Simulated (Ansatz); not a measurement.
# Cl4F2Mo: molecular dynamics

The plan is to follow the molecule's vibrations and see whether its bonds hold. The start is relaxed first. Runs: 500 steps of 2 fs at constant energy, with velocities drawn for 3000 K.

Program: Ansatz 0.2.0. Level of theory: RHF/def2-SVP. These are calculated values, not measurements.

**1. The starting structure**

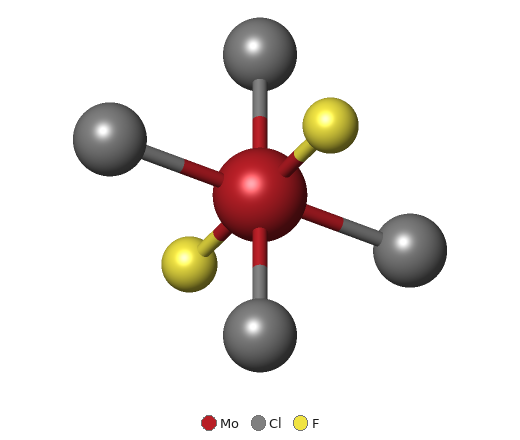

The starting structure, seen from a free direction (molybdenum red, chlorine grey, fluorine yellow).

Coordinates:

```xyz
7

Mo    0.0000    0.0000    0.0000
Cl    0.0000    0.0000    2.3100
Cl    2.3100    0.0000    0.0000
F     0.0000    1.7700    0.0000
Cl   -2.3100    0.0000    0.0000
F     0.0000   -1.7700    0.0000
Cl    0.0000    0.0000   -2.3100
```

**2. Preparing the start**

File input.yaml:

```yaml
crystal:
  periodic: [false, false, false]
  atoms:
    - { symbol: Mo, position_ang: [0.0, 0.0, 0.0] }
    - { symbol: Cl, position_ang: [0.0, 0.0, 2.31] }
    - { symbol: Cl, position_ang: [2.31, 0.0, 0.0] }
    - { symbol: F, position_ang: [0.0, 1.77, 0.0] }
    - { symbol: Cl, position_ang: [-2.31, 0.0, 0.0] }
    - { symbol: F, position_ang: [0.0, -1.77, 0.0] }
    - { symbol: Cl, position_ang: [0.0, 0.0, -2.31] }
basis:
  gaussian: { orbitals: def2-SVP }
hamiltonian:
  xc: hf
relax:
  f_tol: 0.02
  max_steps: 40
output:
  orbitals: {}
```

The run is started by

```console
$ ansatz run input.yaml --threads 4 --pin off --max-ram 5120MiB --backend cpu --events-out ev --progress --plain --runs-dir out
```

Output, shortened:

```text
Warning: RAYON_NUM_THREADS=4 ignored (pool sized by the plan → 4); use --threads N
[...]
Functional definition: HF
[...]
1316 factors; integrals over basis functions are off by at most 5.3e-4 eV
[...]
mean field -57244.17783922 eV, -2103.6847340938 hartree, gradient 5.2e-5 eV, S^2 0.000000; 0 other end points of the search recorded, 0 dependent functions left out
[...]
reference -57244.17783922 eV, -2103.6847340938 hartree; 50, 50 occupied and 81, 81 virtual orbitals, 1316 factors
relax step   1: F+E_penalty+E_count = -57244.17783922 eV  Δ(F+E_penalty+E_count) = +0.000e0 eV  max|allowed force component| = 1.053e0 eV/Å  Δτ_max = 0.0000 Å  (143 SCF iters, accepted)
[...]
relax step   3: F+E_penalty+E_count = -57244.22757252 eV  Δ(F+E_penalty+E_count) = -3.841e-3 eV  max|allowed force component| = 9.856e-2 eV/Å  Δτ_max = 0.0128 Å  (52 SCF iters, accepted)
[...]
relax step   4: F+E_penalty+E_count = -57244.22805059 eV  Δ(F+E_penalty+E_count) = -4.781e-4 eV  max|allowed force component| = 8.025e-4 eV/Å  Δτ_max = 0.0024 Å  (51 SCF iters, accepted)
1316 factors; integrals over basis functions are off by at most 5.7e-4 eV
[...]
mean field -57244.22805059 eV, -2103.6865793277 hartree, gradient 1.1e-5 eV, S^2 0.000000; 1 other end points of the search recorded, 0 dependent functions left out
[...]
reference -57244.22805059 eV, -2103.6865793277 hartree; 50, 50 occupied and 81, 81 virtual orbitals, 1316 factors
Total energy: -57244.22805059 eV, -2103.6865793277 hartree
Atom 0 at     0.000000    -0.000000    -0.000000 Å, force     0.000000    -0.000000     0.000000 eV/Å
Atom 1 at    -0.000000     0.000000     2.285346 Å, force    -0.000000    -0.000000     0.000156 eV/Å
Atom 2 at     2.285346     0.000000     0.000000 Å, force     0.000156    -0.000000    -0.000000 eV/Å
Atom 3 at    -0.000000     1.802093    -0.000000 Å, force     0.000000    -0.000802     0.000000 eV/Å
Atom 4 at    -2.285346     0.000000     0.000000 Å, force    -0.000156    -0.000000     0.000000 eV/Å
Atom 5 at     0.000000    -1.802093     0.000000 Å, force    -0.000000     0.000802    -0.000000 eV/Å
Atom 6 at    -0.000000     0.000000    -2.285346 Å, force     0.000000    -0.000000    -0.000156 eV/Å
Dipole moment:     0.000000     0.000000     0.000000 e Å
```

Run time: 12 s. Hardware: 4 threads of Arm Neoverse V1, shared host; peak memory 0.47 GiB.

Relaxation path:

```
step  energy from step 1 (eV)  largest force component (eV/Å)
   1                   0.0000                          1.0530
   2                  -0.0459                          0.3882
   3                  -0.0497                          0.0986
   4                  -0.0502                          0.0008
```

Step 1 is the start.

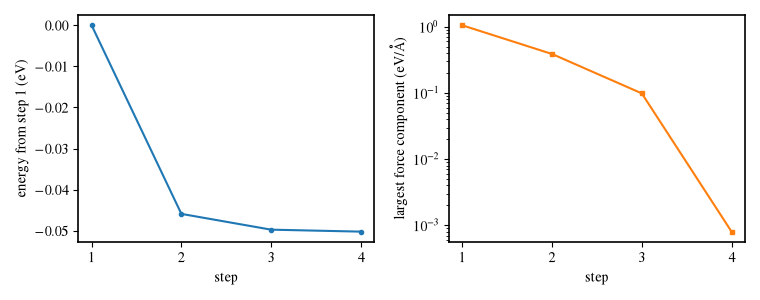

Energy and largest force along the relaxation.

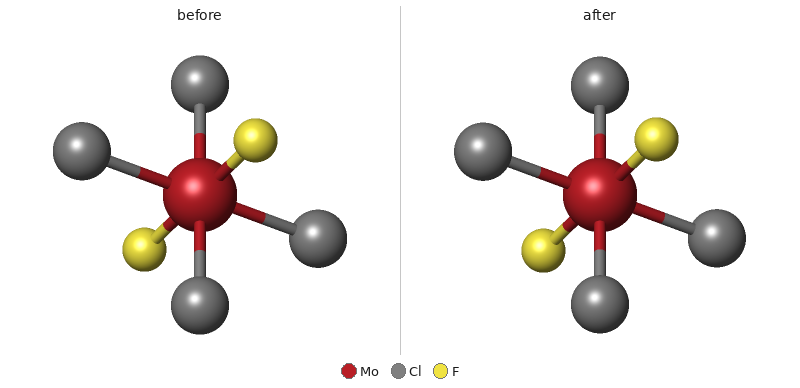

Before and after, at one scale.

After: Bond lengths: Mo1–Cl2 2.285 Å, Mo1–Cl3 2.285 Å, Mo1–F4 1.802 Å, Mo1–Cl5 2.285 Å, Mo1–F6 1.802 Å, Mo1–Cl7 2.285 Å. Angles (14 of 15 angles, heavy atoms first): Cl2–Mo1–Cl3 90.0°, Cl2–Mo1–F4 90.0°, Cl2–Mo1–Cl5 90.0°, Cl2–Mo1–F6 90.0°, Cl2–Mo1–Cl7 180.0°, Cl3–Mo1–F4 90.0°, Cl3–Mo1–Cl5 180.0°, Cl3–Mo1–F6 90.0°, Cl3–Mo1–Cl7 90.0°, F4–Mo1–Cl5 90.0°, F4–Mo1–F6 180.0°, F4–Mo1–Cl7 90.0°, Cl5–Mo1–F6 90.0°, Cl5–Mo1–Cl7 90.0°.

**3. The run**

500 steps of 2 fs at constant energy, with velocities drawn for 3000 K, from the relaxed start.

File input.yaml:

```yaml
crystal:
  periodic: [false, false, false]
  atoms:
    - { symbol: Mo, position_ang: [0.0, 0.0, 0.0] }
    - { symbol: Cl, position_ang: [0.0, 0.0, 2.285346] }
    - { symbol: Cl, position_ang: [2.285346, 0.0, 0.0] }
    - { symbol: F, position_ang: [0.0, 1.802093, 0.0] }
    - { symbol: Cl, position_ang: [-2.285346, 0.0, 0.0] }
    - { symbol: F, position_ang: [0.0, -1.802093, 0.0] }
    - { symbol: Cl, position_ang: [0.0, 0.0, -2.285346] }
basis:
  gaussian: { orbitals: def2-SVP }
hamiltonian:
  xc: hf
md:
  timestep: 2.0
  n_steps: 500
  ensemble: nve
  temperature: 3000.0
  initial_velocities: maxwell_boltzmann
  seed: 495572
```

The run is started by

```console
$ ansatz run input.yaml --threads 4 --pin off --max-ram 5120MiB --backend cpu --events-out ev --progress --plain --runs-dir out
```

Output, shortened:

```text
Warning: RAYON_NUM_THREADS=4 ignored (pool sized by the plan → 4); use --threads N
[...]
[... 1 set-up line as earlier in the session ...]
[...]
1324 factors; integrals over basis functions are off by at most 4.1e-4 eV
[...]
mean field -57244.22808958 eV, -2103.6865807606 hartree, gradient 5.2e-5 eV, S^2 0.000000; 0 other end points of the search recorded, 0 dependent functions left out
[...]
reference -57244.22808958 eV, -2103.6865807606 hartree; 50, 50 occupied and 81, 81 virtual orbitals, 1324 factors
md step     0: t =     0.00 fs  T =  3000.0 K  F+E_penalty+E_count = -57244.22808958 eV  E_kin = 1.938900 eV  conserved = -57242.28918959 eV  (140 SCF iters)
[...]
md step    20: t =    40.00 fs  T =  1204.4 K  F+E_penalty+E_count = -57243.05964555 eV  E_kin = 0.778417 eV  conserved = -57242.28122854 eV  (58 SCF iters)
[...]
md step    40: t =    80.00 fs  T =  1568.7 K  F+E_penalty+E_count = -57243.29536818 eV  E_kin = 1.013828 eV  conserved = -57242.28154040 eV  (55 SCF iters)
[...]
md step    60: t =   120.00 fs  T =  1633.9 K  F+E_penalty+E_count = -57243.33970044 eV  E_kin = 1.056021 eV  conserved = -57242.28367927 eV  (56 SCF iters)
[...]
md step    80: t =   160.00 fs  T =  1559.1 K  F+E_penalty+E_count = -57243.28850852 eV  E_kin = 1.007626 eV  conserved = -57242.28088237 eV  (55 SCF iters)
md step    81: t =   162.00 fs  T =  1616.2 K  F+E_penalty+E_count = -57243.32584563 eV  E_kin = 1.044568 eV  conserved = -57242.28127785 eV  (56 SCF iters)
```

**4. More of the same log: dynamics from the start**

The log, continued, shortened:

```text
md step    82: t =   164.00 fs  T =  1695.4 K  F+E_penalty+E_count = -57243.37810077 eV  E_kin = 1.095715 eV  conserved = -57242.28238579 eV  (57 SCF iters)
[...]
md step   108: t =   216.00 fs  T =  1960.3 K  F+E_penalty+E_count = -57243.55190247 eV  E_kin = 1.266962 eV  conserved = -57242.28494086 eV  (55 SCF iters)
[...]
md step   134: t =   268.00 fs  T =  1636.8 K  F+E_penalty+E_count = -57243.34057476 eV  E_kin = 1.057883 eV  conserved = -57242.28269132 eV  (57 SCF iters)
[...]
md step   160: t =   320.00 fs  T =  1139.4 K  F+E_penalty+E_count = -57243.01533145 eV  E_kin = 0.736366 eV  conserved = -57242.27896592 eV  (60 SCF iters)
[...]
md step   184: t =   368.00 fs  T =  1636.5 K  F+E_penalty+E_count = -57243.33993728 eV  E_kin = 1.057651 eV  conserved = -57242.28228583 eV  (53 SCF iters)
md step   185: t =   370.00 fs  T =  1660.0 K  F+E_penalty+E_count = -57243.35562222 eV  E_kin = 1.072869 eV  conserved = -57242.28275360 eV  (52 SCF iters)
```

**5. More of the same log: dynamics from the start**

The log, continued, shortened:

```text
md step   186: t =   372.00 fs  T =  1674.9 K  F+E_penalty+E_count = -57243.36536185 eV  E_kin = 1.082467 eV  conserved = -57242.28289469 eV  (52 SCF iters)
[...]
md step   206: t =   412.00 fs  T =   969.4 K  F+E_penalty+E_count = -57242.90666468 eV  E_kin = 0.626537 eV  conserved = -57242.28012781 eV  (58 SCF iters)
[...]
md step   226: t =   452.00 fs  T =  1355.3 K  F+E_penalty+E_count = -57243.15562262 eV  E_kin = 0.875902 eV  conserved = -57242.27972043 eV  (54 SCF iters)
[...]
md step   246: t =   492.00 fs  T =  2257.4 K  F+E_penalty+E_count = -57243.74443101 eV  E_kin = 1.458988 eV  conserved = -57242.28544259 eV  (53 SCF iters)
[...]
md step   498: t =   996.00 fs  T =  1698.8 K  F+E_penalty+E_count = -57243.38010488 eV  E_kin = 1.097935 eV  conserved = -57242.28217037 eV  (55 SCF iters)
md step   499: t =   998.00 fs  T =  1654.6 K  F+E_penalty+E_count = -57243.35131807 eV  E_kin = 1.069338 eV  conserved = -57242.28198015 eV  (56 SCF iters)
[...]
md step   500: t =  1000.00 fs  T =  1597.5 K  F+E_penalty+E_count = -57243.31413137 eV  E_kin = 1.032437 eV  conserved = -57242.28169397 eV  (287 SCF iters)
Total energy: -57243.31413137 eV, -2103.6529934159 hartree
Atom 0 at     0.057928     0.021246    -0.000898 Å, force    -1.111167    -1.668087    -1.043947 eV/Å
Atom 1 at    -0.008972     0.325049     2.207934 Å, force    -0.118515     0.022425     0.317892 eV/Å
Atom 2 at     2.319000    -0.394716     0.024240 Å, force    -0.182743     1.038128    -0.298075 eV/Å
Atom 3 at     0.040306     1.795401    -0.127932 Å, force     0.426342     0.232982    -0.228963 eV/Å
Atom 4 at    -2.527651     0.060147     0.120240 Å, force     2.497347    -0.358852    -0.368773 eV/Å
Atom 5 at     0.125661    -1.791142     0.253607 Å, force    -1.336656     0.794394    -0.383773 eV/Å
Atom 6 at    -0.028113    -0.050267    -2.417334 Å, force    -0.174608    -0.060989     2.005639 eV/Å
Dipole moment:     0.425695     0.110004     0.210426 e Å
```

Wall time 15 min (4 threads of Arm Neoverse V1, shared host); peak memory 0.48 GiB.

**6. The trajectory**

The trajectory, every 36 steps (energies from step 0):

```
time (fs)  T (K)  potential energy change (meV/atom)  total energy change (meV/atom)
      0.0   3000                                 0.0                            0.00
     72.0   1665                               124.4                            1.17
    144.0   1146                               172.3                            1.08
    216.0   1960                                96.6                            0.61
    288.0   1537                               135.8                            0.67
    360.0   1681                               123.0                            1.15
    432.0   1040                               182.2                            1.24
    504.0   1105                               176.6                            1.62
    576.0   1341                               154.2                            1.01
    648.0   1667                               123.7                            0.65
    720.0   1222                               165.5                            1.28
    792.0   1437                               145.5                            1.18
    864.0   1664                               124.5                            1.17
    936.0   2170                                77.6                            0.99
   1000.0   1597                               130.6                            1.07
```

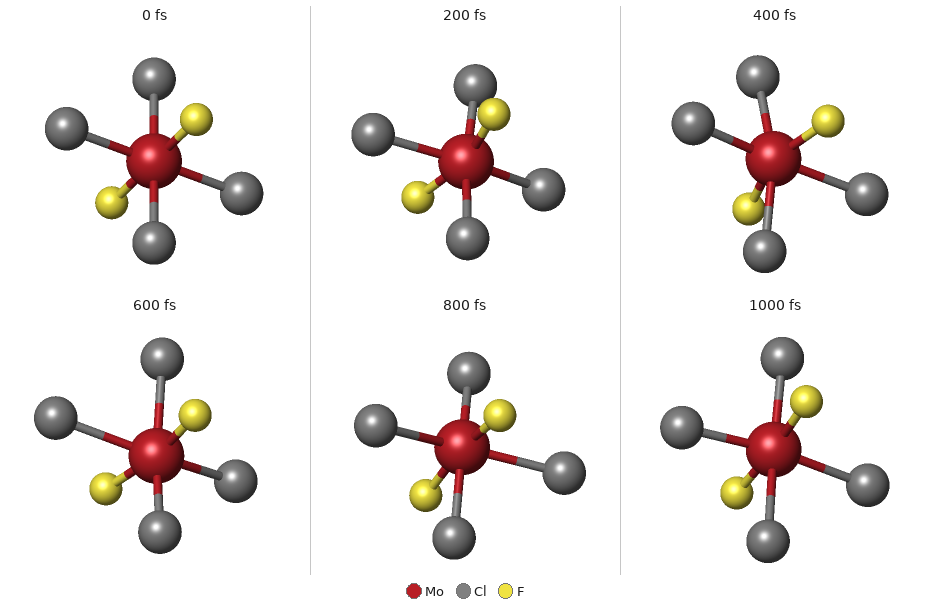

The system at six times, viewed from a free direction. Sticks join atoms within a bonding distance in each frame.

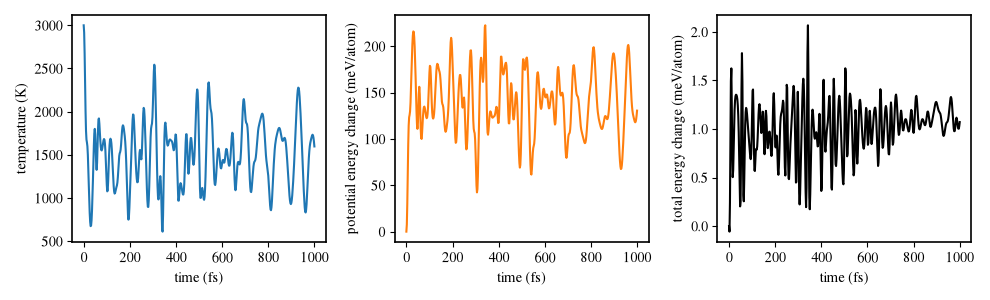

Time series of the run, each on its own scale.

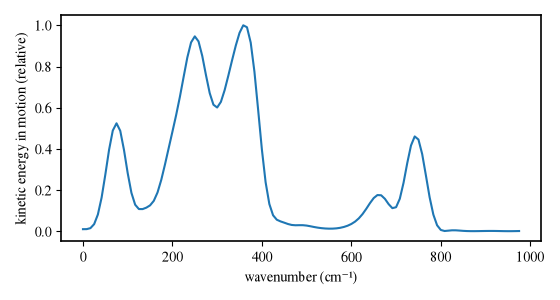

Power spectrum of the mass-weighted velocities; a run of 1000 fs resolves no finer than about 67 cm⁻¹.

Maxima of the velocity power spectrum (cm⁻¹, relative height; resolution about 67 cm⁻¹): 80 (52), 250 (95), 360 (100), 660 (18), 740 (46).

**7. Positions and forces**

Extended XYZ, with forces in eV/Å:

```xyz
7
time_fs=124.0 T=1461 dE=1.0009
Mo    0.002    0.062    0.069   -1.620   -3.420   -2.239
Cl    0.309    0.186    2.249   -0.349    0.119    0.402
Cl    2.448   -0.330    0.103   -1.777    0.431   -0.646
F    -0.431    1.794   -0.064    0.521   -0.027    0.654
Cl   -2.402   -0.204   -0.218    1.187    0.317    0.861
F    -0.247   -1.820   -0.107    0.905    2.633    0.738
Cl    0.003    0.192   -2.228    1.133   -0.054    0.230
7
time_fs=250.0 T=1448 dE=1.0130
Mo   -0.020    0.016    0.086    1.663   -5.805   -0.906
Cl   -0.015    0.170    2.357    0.095   -0.111   -0.477
Cl    2.509   -0.213   -0.031   -2.518    0.287    0.008
F    -0.069    1.681   -0.074    0.082    5.488    0.157
Cl   -2.243   -0.141   -0.195   -0.680    0.242    0.525
F    -0.132   -1.797   -0.017    0.591    0.386    0.169
Cl   -0.090    0.204   -2.314    0.766   -0.487    0.525
7
time_fs=376.0 T=1674 dE=0.8636
Mo    0.061   -0.039   -0.042   -3.781    0.902    0.364
Cl   -0.177   -0.218    2.291    0.230   -0.135   -0.466
Cl    2.112    0.127    0.192    4.135    0.379    0.803
F     0.165    1.875   -0.309   -0.246   -2.279    0.599
Cl   -2.252    0.353    0.140    0.580   -0.227   -0.271
F     0.213   -1.891   -0.232   -0.464    1.387    0.710
Cl   -0.052   -0.149   -2.218   -0.454   -0.027   -1.739
7
time_fs=500.0 T=1603 dE=0.9091
Mo   -0.019    0.062   -0.031    1.169    3.270   -0.498
Cl   -0.165   -0.126    2.297    1.091   -0.011    0.009
Cl    2.321   -0.162    0.073   -0.686    0.862    0.640
F    -0.164    1.895   -0.050    1.123   -0.930   -0.478
Cl   -2.203    0.193    0.236   -1.479   -0.477   -0.673
F     0.012   -1.638   -0.213   -0.807   -3.833    0.417
Cl    0.180   -0.210   -2.381   -0.411    1.119    0.583
7
time_fs=624.0 T=1488 dE=0.9845
Mo   -0.055   -0.005   -0.015    0.146    0.781    1.750
Cl    0.190    0.352    2.394   -0.041   -0.553   -2.103
Cl    2.294   -0.566   -0.105   -0.583    1.230    0.238
F    -0.272    1.845    0.073    0.607   -1.859   -0.173
Cl   -2.453   -0.052   -0.154    1.942   -0.596    0.115
F     0.051   -1.825    0.166   -1.868    1.027    0.054
Cl    0.236    0.270   -2.222   -0.204   -0.029    0.120
7
time_fs=750.0 T=1590 dE=0.9187
Mo   -0.073   -0.050    0.127    1.022   -1.382   -3.021
Cl   -0.054    0.036    2.259   -0.499   -0.048    3.032
Cl    2.258    0.025   -0.299    0.263   -0.616    0.432
F     0.350    1.650    0.184   -0.650    2.125    0.066
Cl   -2.323    0.360   -0.431    0.731   -0.360    1.037
F     0.256   -1.838    0.338   -0.717    0.699   -0.328
Cl   -0.006   -0.186   -2.152   -0.149   -0.417   -1.218
7
time_fs=876.0 T=1639 dE=0.8868
Mo   -0.114   -0.039   -0.069    1.778   -0.148    1.933
Cl    0.242   -0.003    2.265   -1.714    0.097   -0.289
Cl    2.334    0.026    0.349   -0.634    0.188   -1.482
F     0.114    1.705   -0.361    0.369    0.428    0.065
Cl   -2.365    0.473    0.013    0.683   -0.673    0.563
F     0.176   -1.824    0.041   -0.782    0.375   -0.154
Cl   -0.057   -0.326   -2.268    0.300   -0.267   -0.637
7
time_fs=1000.0 T=1597 dE=0.9140
Mo    0.058    0.021   -0.001   -1.111   -1.668   -1.044
Cl   -0.009    0.325    2.208   -0.118    0.022    0.318
Cl    2.319   -0.395    0.024   -0.183    1.038   -0.298
F     0.040    1.795   -0.128    0.426    0.233   -0.229
Cl   -2.528    0.060    0.120    2.497   -0.359   -0.369
F     0.126   -1.791    0.254   -1.337    0.794   -0.384
Cl   -0.028   -0.050   -2.417   -0.175   -0.061    2.006
```

**8. What came out**

| quantity | value |
| --- | --- |
| relaxation of the start | 3 moves, 0.050 eV lower |
| length | 500 steps of 2 fs |
| temperature, first and last step | 3000 and 1597 K |
| temperature, second half | mean 1518 K, from 833 to 2339 K |
| potential energy, second half | +138 meV/atom from the start |
| largest change of the total energy | 2.07 meV/atom |
| bonds formed or broken | 0 |

**Reading.** The temperature starts at 3000 K and averages 1518 K in the second half, where it ranges from 833 to 2339 K. About half is expected from a start at a minimum: kinetic energy passes into potential energy until both shares match. The total energy strays from its start by at most 2.07 meV/atom, 1.5 % of the mean kinetic energy, which is good for a step of 2 fs. No bond forms or breaks. 1000 fs on 7 atoms is far too short and small for converged averages.
